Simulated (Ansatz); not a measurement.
# A convergence test on BaIBr (Pnma): k mesh of the density

Wanted: the cheapest k mesh of the density that holds the r2SCAN gap of BaIBr (Pnma).

Main program and level: Ansatz 0.2.0; DFT, r2SCAN, plane waves, PAW.

### 1. The starting structure

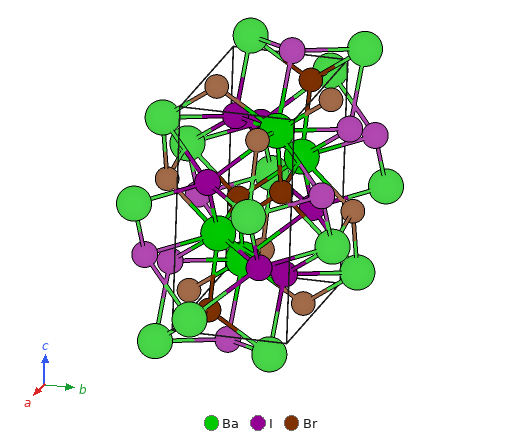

The cell as given, slightly off an axis (barium green, iodine purple, bromine brown). Some periodic images of atoms are drawn too.

The cell and positions are those that the Materials Project relaxed with its own functionals (PBE, PBE+U or r2SCAN), kept fixed. Spin-orbit coupling is left out unless a step names it. The default PAW set here is soft_2. Its files were made with PBE.

### 2. k mesh of the density: 2×2×1

Input file input.yaml:

```yaml
crystal:
  lattice:
    - [8.81446039, 0.0, 0.0]
    - [0.0, 5.12429103, 0.0]
    - [0.0, 0.0, 10.19167839]
  atoms:
    - { symbol: Ba, position: [0.72882454, 0.25, 0.37513703] }
    - { symbol: Ba, position: [0.27117546, 0.75, 0.62486297] }
    - { symbol: Ba, position: [0.77117546, 0.75, 0.87513703] }
    - { symbol: Ba, position: [0.22882454, 0.25, 0.12486297] }
    - { symbol: I, position: [0.47161056, 0.25, 0.83177655] }
    - { symbol: I, position: [0.52838944, 0.75, 0.16822345] }
    - { symbol: I, position: [0.02838944, 0.75, 0.33177655] }
    - { symbol: I, position: [0.97161056, 0.25, 0.66822345] }
    - { symbol: Br, position: [0.8564719, 0.25, 0.06668585] }
    - { symbol: Br, position: [0.1435281, 0.75, 0.93331415] }
    - { symbol: Br, position: [0.6435281, 0.75, 0.56668585] }
    - { symbol: Br, position: [0.3564719, 0.25, 0.43331415] }
kpoints:
  mp_grid: { grid: [2, 2, 1] }
  band_path:
    path:
      - [0.0, 0.0, 0.0]
      - [0.5, 0.0, 0.0]
      - [0.5, 0.5, 0.0]
      - [0.0, 0.5, 0.0]
      - [0.0, 0.0, 0.5]
      - [0.5, 0.0, 0.5]
      - [0.5, 0.5, 0.5]
      - [0.0, 0.5, 0.5]
    npoints: 1
hamiltonian:
  xc: r2scan
scf:
  occupations: { method: fixed }
  n_extra_bands: 8
output:
  eigenvalues: true
  forces: true
  stress: true
```

Launch:

```bash
> ansatz run input.yaml --threads 3 --pin off --max-ram 92160MiB --backend cuda --events-out ev --progress --plain --runs-dir out --devices 1 --max-vram 13GiB
```

Numbers of over 12 decimals in the logs are rounded to 6 here.

Output:

```text
scf.n_extra_bands = 8 over 68 filled bands (N_el = 136.0): the run solves 76 bands
GPUs: using 1 of 1 available (devices: 1).
Engine: ansatz 0.2.0, x86_64-unknown-linux-gnu
Pseudopotentials: kind: paw
Pseudopotential: Ba, paw, valence charge 10, recommended cutoff 500 eV (meta_gga), Ba.paw.azcp
Pseudopotential: I, paw, valence charge 17, recommended cutoff 500 eV (meta_gga), I.paw.azcp
Pseudopotential: Br, paw, valence charge 7, recommended cutoff 500 eV (meta_gga), Br.paw.azcp
Functional definition: r2SCAN
  parameter k0 = 0.174
  parameter k1 = 0.065
  parameter a1 = 4.9479
  exchange = r2scan_x(k0 = k0, k1 = k1, a1 = a1)
  correlation = r2scan_c
concurrent solve slots: 2 of 3 are kept, ahead of what memory takes: no pass of the eigensolver takes more rounds on 2
device memory: the entry about to start is reckoned to put 4.4 GiB on a device that reports 35.4 GiB free (of which the cap on the GPU budget leaves the run 13.0 GiB)
GPU FFT provider: cuFFT
GPU libraries: cuBLAS 13.8.2, cuFFT 12.4.0, cuSOLVER 12.3.4
Crystal: 12 atoms, lattice volume = 460.336 Å³
Basis set: ecut = 500 eV, 11719 PW (Γ), exchange–correlation on 288×160×300 points (64 copies of the dense FFT grid, shifted against one another)
Bands: 76, of which v1, the nominal top of the filled ones, is band 68 counted from 1 (67 counted from 0)
Symmetry: 8 space group operations
Space group: Pnma (ITA 62), of the structure as read, at distance tolerance 7.7e-5 Å
k-points: 4
Non-local potential: Ba, projectors of the file, l = 0: 3, l = 1: 2, l = 2: 2, l = 3: 2
Non-local potential: I, projectors of the file, l = 0: 2, l = 1: 2, l = 2: 2, l = 3: 2
Non-local potential: Br, projectors of the file, l = 0: 2, l = 1: 2, l = 2: 2
PAW form: soft (Blöchl's): semilocal exchange-correlation on the pseudo side does not see the compensation charge
PAW frozen core: Ba, regenerated for the run's functional (the file was generated under x = pbe(κ = 0.804, μ = 0.219515), c = pbe(β = 0.066725))
PAW frozen core: I, regenerated for the run's functional (the file was generated under x = pbe(κ = 0.804, μ = 0.219515), c = pbe(β = 0.066725))
PAW frozen core: Br, regenerated for the run's functional (the file was generated under x = pbe(κ = 0.804, μ = 0.219515), c = pbe(β = 0.066725))
PAW one-centre angular grid: Ba, 302 points (default); XC on 160 Gauss nodes
PAW one-centre angular grid: I, 590 points (default); XC on 160 Gauss nodes
PAW one-centre angular grid: Br, 302 points (default); XC on 160 Gauss nodes
Initial density: superposition of atomic densities (neutral atoms: chi_scale 0, normalization atom), corrected by the library's trained network
Initial wavefunctions: pseudopotential atomic-orbital guess
GPU buffer pool allocated for 216000 grid points (all kernels)
GPU transforms: local potential and band sums: pruned to the plane-wave sphere, on 72×40×75
Functional: x = r2scan, c = r2scan; τ floored in thin density (d = 2e-4 eV/Å³)
SCF iter   1: F=—  HF=-65169.453854 eV  |F-HF|=—  |Δ(HF+E_count)|=         —  Δρ=3.56e-3  dr2=1.09e-1  dr2_τ=2.11e-2  ethr=1.77e-3  ⟨swp⟩=8.8  Hψ=1170  notcnv=0  defer=20
preconditioner: auto → Resta (q_TF=auto, 2.227 Å⁻¹)  ε∞=2.9  [insulator: Δε(μ)=4.054 eV  Ē_g=11.747 eV  n_scr=82 (ndim 8)  ℏωp=16.2 eV  f_vac=0.008  ε∞_Penn≈2.9]
SCF iter   2: F=—  HF=-65169.584519 eV  |F-HF|=—  |Δ(HF+E_count)|=   1.31e-1  Δρ=1.64e-3  dr2=2.25e-2  dr2_τ=1.04e-3  ethr=8.00e-5  ⟨swp⟩=5.0  Hψ=595  notcnv=0  defer=24
SCF iter   3: F=—  HF=-65169.580864 eV  |F-HF|=—  |Δ(HF+E_count)|=   3.66e-3  Δρ=3.95e-4  dr2=7.78e-4  dr2_τ=4.67e-5  ethr=1.65e-5  ⟨swp⟩=4.8  Hψ=523  notcnv=0  defer=22
SCF iter   4: F=—  HF=-65169.581159 eV  |F-HF|=—  |Δ(HF+E_count)|=   2.95e-4  Δρ=8.46e-5  dr2=2.97e-5  dr2_τ=1.66e-6  ethr=5.72e-7  ⟨swp⟩=2.5  Hψ=499  notcnv=0  defer=22
SCF iter   5: F=—  HF=-65169.581275 eV  |F-HF|=—  |Δ(HF+E_count)|=   1.17e-4  Δρ=1.69e-5  dr2=1.59e-6  dr2_τ=8.60e-8  ethr=2.18e-8  ⟨swp⟩=2.0  Hψ=576  notcnv=0  defer=22
SCF iter   6: F=-65169.581277 eV  HF=-65169.581277 eV  |F-HF|=6.10e-9  |Δ(HF+E_count)|=   1.33e-6  Δρ=4.26e-6  dr2=8.92e-8  dr2_τ=1.46e-8  ethr=7.35e-11  ⟨swp⟩=22.5  Hψ=2466  notcnv=0
SCF 1 converged in 6 iterations: F = -65169.581277 eV  dr2 = 8.92e-8
[...]
device memory: the entry about to start is reckoned to put 2.8 GiB on a device that reports 35.4 GiB free (of which the cap on the GPU budget leaves the run 13.0 GiB)
NSCF: frozen V_eff on 8 k-points
SCF converged after 6 iterations
Free energy (F): -65169.581277 eV
Harris-Foulkes:  -65169.581277 eV  (|F-HF|=6.10e-9)
Internal energy: -65169.581277 eV  (E = F + TS)
E sigma→0 (E₀):  -65169.581277 eV
Fermi energy:    4.744836 eV
--- Per-component energies (eV) ---
  E_band       = -1886.224154
  E_kinetic    = 1964.857238
  E_local      = -10541.707129  (includes V_loc(G=0)·N_el)
  E_nonlocal   = 141.303983
  E_hartree    = 4988.040269
  E_xc         = -2120.080807
  E_vxc        = -1611.992399  (∫ρ·V_xc dr)
  E_paw        = -49444.203083  (= ΣΔE_a)
  E_vpaw       = -1898.758484  (= ΣTr[D̂ρ^β])
  E_aug_tail   = -0.000124  (compensation charges beyond the density's cutoff)
  E_vtau       = 84.010216  (kinetic-family band-sum trace: ∫τ·v_τ [+ j·A + Jᵃ·Aᵃ] dr)
  E_ewald      = -10157.732725
  E_core_change = -0.058899  (= ΣΔE_core)
  E_smearing   = -0.000000  (= −TS)
  E_closure    = -0.000000  (closes the sum)
  Σ components = -65169.581277   (vs F -65169.581277, Δ=0.00e0)
--- Forces (eV/Å), atoms counted from 1 ---
  atom   1  Ba    -0.00351757     0.00000000     0.02818150
  atom   2  Ba     0.00351757    -0.00000000    -0.02818150
  atom   3  Ba     0.00351757     0.00000000     0.02818150
  atom   4  Ba    -0.00351757    -0.00000000    -0.02818150
  atom   5  I      0.02092909    -0.00000000    -0.01653704
  atom   6  I     -0.02092909     0.00000000     0.01653704
  atom   7  I     -0.02092909    -0.00000000    -0.01653704
  atom   8  I      0.02092909     0.00000000     0.01653704
  atom   9  Br     0.02312298    -0.00000000    -0.01427315
  atom  10  Br    -0.02312298     0.00000000     0.01427315
  atom  11  Br    -0.02312298    -0.00000000    -0.01427315
  atom  12  Br     0.02312298     0.00000000     0.01427315
  max |Σ_I F_I| component: 1.73e-18 eV/Å
--- Stress (GPa, compression-positive) ---
       -0.267239      -0.000000      -0.000000
       -0.000000      -0.089299      -0.000000
       -0.000000      -0.000000      -0.319430
  P = ⅓ Tr σ = -0.2253 GPa (-2.253 kbar)
--- Band table (eV) ---
  k-point 0: bands = [... 64 lower, 4.4273, 4.5453, 4.6056, 4.7448, 8.7290, 9.3713, 9.5157, 9.6178, ... 4 higher]
  k-point 1: bands = [... 64 lower, 4.1966, 4.1966, 4.3291, 4.3291, 9.9955, 9.9955, 10.1155, 10.1155, ... 4 higher]
  k-point 2: bands = [... 64 lower, 4.2619, 4.2619, 4.6072, 4.6072, 9.2307, 9.2307, 9.6824, 9.6824, ... 4 higher]
  k-point 3: bands = [... 64 lower, 4.3225, 4.3225, 4.3225, 4.3225, 10.2129, 10.2129, 10.2129, 10.2129, ... 4 higher]
```

Run time: 7 s. Hardware: 1 × NVIDIA H100 80GB HBM3 (shared by 6 runs) with 3 threads of AMD EPYC 7R13 (Zen 3), shared host; peak memory 1.6 GiB; 10 s of CPU time.

Numbers from this step:

```
pressure             : -0.2253 GPa
gap                  : 3.984 eV
valence top at       : Γ
conduction bottom at : Γ
least direct gap     : 3.984 eV
```

The gap is direct, at Γ.

### 3. k mesh of the density: 2×2×2

input.yaml: that of step 2 with these lines changed.

```diff
@@ -19,3 +19,3 @@
 kpoints:
-  mp_grid: { grid: [2, 2, 1] }
+  mp_grid: { grid: [2, 2, 2] }
   band_path:
@@ -40 +40,5 @@
   stress: true
+  write_density: true
+  write_potential: true
+  elf: true
+  volumetric_format: npy
```

Output:

```text
[...]
GPUs: using 1 of 1 available (devices: 1).
[...]
GPU FFT provider: cuFFT
GPU libraries: cuBLAS 13.8.2, cuFFT 12.4.0, cuSOLVER 12.3.4
Crystal: 12 atoms, lattice volume = 460.336 Å³
Basis set: ecut = 500 eV, 11719 PW (Γ), exchange–correlation on 288×160×300 points (64 copies of the dense FFT grid, shifted against one another)
[...]
k-point 0: bands = [... 64 lower, 4.4237, 4.5431, 4.6032, 4.7404, 8.7294, 9.3711, 9.5150, 9.6173, ... 4 higher]
  k-point 1: bands = [... 64 lower, 4.3230, 4.3230, 4.4843, 4.4843, 9.2014, 9.2014, 9.4853, 9.4853, ... 4 higher]
  k-point 2: bands = [... 64 lower, 4.1935, 4.1935, 4.3251, 4.3251, 9.9951, 9.9951, 10.1159, 10.1159, ... 4 higher]
  k-point 7: bands = [... 64 lower, 4.3592, 4.3592, 4.3592, 4.3592, 10.3158, 10.3158, 10.3158, 10.3158, ... 4 higher]
[key lines of the parts left out:]
SCF converged after 6 iterations
Free energy (F): -65169.630195 eV
Fermi energy:    4.740422 eV
P = ⅓ Tr σ = -0.2660 GPa (-2.660 kbar)
```

Wall time 9.4 s (1 × NVIDIA H100 80GB HBM3 (shared by 6 runs) with 3 threads); peak memory 1.7 GiB.

Numbers from this step:

```
pressure             : -0.2660 GPa
gap                  : 3.989 eV
valence top at       : Γ
conduction bottom at : Γ
least direct gap     : 3.989 eV
```

The gap is 3.989 eV, +0.005 eV from the run before at this level.

### 4. k mesh of the density: 4×4×2 (the default)

input.yaml, the sections that differ from step 3:

```yaml
kpoints:
  mp_grid: { grid: [4, 4, 2] }
  band_path:
    path:
      - [[0.0, 0.0, 0.0], [0.5, 0.0, 0.0], [0.5, 0.5, 0.0], [0.0, 0.5, 0.0], [0.0, 0.0, 0.0], [0.0, 0.0, 0.5], [0.5, 0.0, 0.5], [0.5, 0.5, 0.5], [0.0, 0.5, 0.5], [0.0, 0.0, 0.5]]
      - [[0.5, 0.0, 0.0], [0.5, 0.0, 0.5]]
      - [[0.0, 0.5, 0.0], [0.0, 0.5, 0.5]]
      - [[0.5, 0.5, 0.0], [0.5, 0.5, 0.5]]
    npoints: 10
scf:
  occupations: { method: fermi_dirac, width: 0.02 }
  n_extra_bands: 8
# crystal, hamiltonian, output: as in step 3
```

Output:

```text
[...]
GPUs: using 1 of 1 available (devices: 1).
[...]
GPU FFT provider: cuFFT
GPU libraries: cuBLAS 13.8.2, cuFFT 12.4.0, cuSOLVER 12.3.4
Crystal: 12 atoms, lattice volume = 460.336 Å³
Basis set: ecut = 500 eV, 11719 PW (Γ), exchange–correlation on 288×160×300 points (64 copies of the dense FFT grid, shifted against one another)
[...]
k-point 0: bands = [... 64 lower, 4.4190, 4.5392, 4.5993, 4.7360, 8.7285, 9.3709, 9.5144, 9.6159, ... 4 higher]
  k-point 1: bands = [... 64 lower, 4.3189, 4.3189, 4.4805, 4.4805, 9.2005, 9.2005, 9.4851, 9.4851, ... 4 higher]
  k-point 2: bands = [... 64 lower, 4.1712, 4.2887, 4.3614, 4.5310, 9.3028, 9.7584, 9.9015, 10.1027, ... 4 higher]
  k-point 17: bands = [... 64 lower, 4.3554, 4.3554, 4.3554, 4.3554, 10.3159, 10.3159, 10.3159, 10.3159, ... 4 higher]
[key lines of the parts left out:]
SCF converged after 7 iterations
Free energy (F): -65169.666642 eV
Fermi energy:    6.734871 eV
P = ⅓ Tr σ = -0.2926 GPa (-2.926 kbar)
```

It took 18 s on 1 × NVIDIA H100 80GB HBM3 (shared by 6 runs) with 3 threads; peak memory 2 GiB.

Numbers from this step:

```
pressure             : -0.2926 GPa
gap                  : 3.993 eV
valence top at       : Γ
conduction bottom at : Γ
least direct gap     : 3.993 eV
```

The gap is 3.993 eV, +0.004 eV from the run before at this level.

### 5. k mesh of the density: 4×6×4

input.yaml, the sections that differ from step 4:

```yaml
kpoints:
  mp_grid: { grid: [4, 6, 4] }
  band_path:
    path:
      - [0.0, 0.0, 0.0]
      - [0.5, 0.0, 0.0]
      - [0.5, 0.5, 0.0]
      - [0.0, 0.5, 0.0]
      - [0.0, 0.0, 0.5]
      - [0.5, 0.0, 0.5]
      - [0.5, 0.5, 0.5]
      - [0.0, 0.5, 0.5]
    npoints: 1
scf:
  occupations: { method: fixed }
  n_extra_bands: 8
output:
  eigenvalues: true
  forces: true
  stress: true
# crystal, hamiltonian: as in step 4
```

Output:

```text
[...]
GPUs: using 1 of 1 available (devices: 1).
[...]
GPU FFT provider: cuFFT
GPU libraries: cuBLAS 13.8.2, cuFFT 12.4.0, cuSOLVER 12.3.4
Crystal: 12 atoms, lattice volume = 460.336 Å³
Basis set: ecut = 500 eV, 11719 PW (Γ), exchange–correlation on 288×160×300 points (64 copies of the dense FFT grid, shifted against one another)
[...]
k-point 0: bands = [... 64 lower, 4.4189, 4.5391, 4.5991, 4.7359, 8.7285, 9.3709, 9.5144, 9.6159, ... 4 higher]
  k-point 1: bands = [... 64 lower, 4.3373, 4.4807, 4.5404, 4.5695, 8.8708, 9.3831, 9.5253, 9.5460, ... 4 higher]
  k-point 2: bands = [... 64 lower, 4.3188, 4.3188, 4.4803, 4.4803, 9.2005, 9.2005, 9.4851, 9.4851, ... 4 higher]
  k-point 35: bands = [... 64 lower, 4.3553, 4.3553, 4.3553, 4.3553, 10.3159, 10.3159, 10.3159, 10.3159, ... 4 higher]
[key lines of the parts left out:]
SCF converged after 6 iterations
Free energy (F): -65169.667009 eV
Fermi energy:    4.735870 eV
P = ⅓ Tr σ = -0.2931 GPa (-2.931 kbar)
```

Run time: 14 s. Hardware: 1 × NVIDIA H100 80GB HBM3 (shared by 6 runs) with 3 threads; peak memory 1.6 GiB.

This step gave:

```
pressure             : -0.2931 GPa
gap                  : 3.993 eV
valence top at       : Γ
conduction bottom at : Γ
least direct gap     : 3.993 eV
```

The gap is 3.993 eV, as in the run before at this level.

### 6. The series

Differences are against the last row; a negative gap means that bands overlap, and a run with a band path holds that path's time. Times are wall times on 1 × NVIDIA H100 80GB HBM3 (shared by 6 runs) with 3 threads of AMD EPYC 7R13 (Zen 3), shared host, good to a factor of about two.

```
k mesh of the density  gap (eV)  direct gap (eV)  gap error (eV)  energy error (meV/atom)  irreducible k   time
                2×2×1     3.984            3.984          −0.009                     +7.1              4    7 s
                2×2×2     3.989            3.989          −0.004                     +3.1              8  9.4 s
                4×4×2     3.993            3.993         −0.0001                     +0.0             18   18 s
                4×6×4     3.993            3.993          +0.000                     +0.0             36   14 s
```

### 7. Results

```json
{
  "2×2×1": "3.984 eV",
  "2×2×2": "3.989 eV",
  "4×4×2": "3.993 eV",
  "4×6×4": "3.993 eV"
}
```

The gap holds to 0.02 eV from 2×2×1 on, the cheapest setting tried. At 2×2×1 the gap is off by −0.009 eV and the energy by +7 meV/atom. The gap is read over the mesh and added points near the edges, so meshes differ mainly through the density and, for a hybrid, the exchange operator.

[Paths, hosts, dates, memory and timing lines, banners, echoed tables and standing remarks are left out of the program output.]

[Logs are printed without paths, hosts, clocks, repeated set-up lines and the standing remarks that a program may print on its own settings, such as how far it seeks lower states.]

[Runs of the session that timed out or met a known fault of the program may be left out.]

[Cells called generated may have been cut or substituted from an entry of the Crystallography Open Database or the Materials Project.]

[Hosts, paths, dates, database ids (printed as entryN), source tags and the programs' standing remarks are cut or masked in the printed files.]
